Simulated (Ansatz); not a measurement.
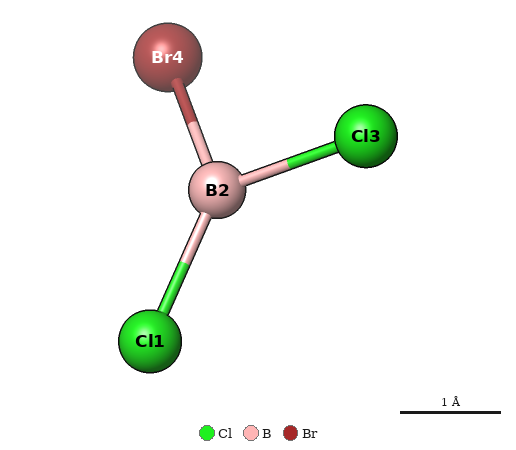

Figure made from data computed with Ansatz.

Orthographic view. Atoms fade into the background with distance from the viewer. Geometry: moved along internal coordinates away from the minimum.

Write a MOL file (V2000) with the atoms in numerical order, bonds sorted by atom number with the orders drawn, and coordinates in the frame of the picture: x right, y up, z towards the viewer, origin at the mean position.

```
BBrCl2
                    3D

  4  3  0  0  0  0  0  0  0  0999 V2000
   -0.7600   -1.6100    0.4800 Cl  0  0  0  0  0  0  0  0  0  0  0  0
   -0.0800   -0.0900   -0.0000 B   0  0  0  0  0  0  0  0  0  0  0  0
    1.4200    0.4500    0.6900 Cl  0  0  0  0  0  0  0  0  0  0  0  0
   -0.5800    1.2500   -1.1600 Br  0  0  0  0  0  0  0  0  0  0  0  0
  1  2  1  0
  2  3  1  0
  2  4  1  0
M  END
```
